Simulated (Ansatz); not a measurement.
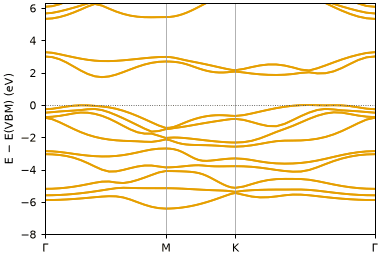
Band structure from PBE with spin–orbit coupling in the plane-wave PAW code Ansatz

Question: Read off the gap and where the band edges lie.

Answer: About 1.7 eV (1.73 eV by a search for the band edges); maximum on the K–Γ line, 52 % of the way from K, minimum on the Γ–M line, 47 % of the way from Γ.

The material is monolayer PtS$_{2}$ (1T, P-3m1 in the vacuum cell, 3 atoms).

A layer that has been made, often on a substrate. The cell was relaxed with PBE under the symmetry of its start; its stability against distortions is not shown here. No spin polarisation was allowed.

Potentials: the later of the program's two PAW sets.
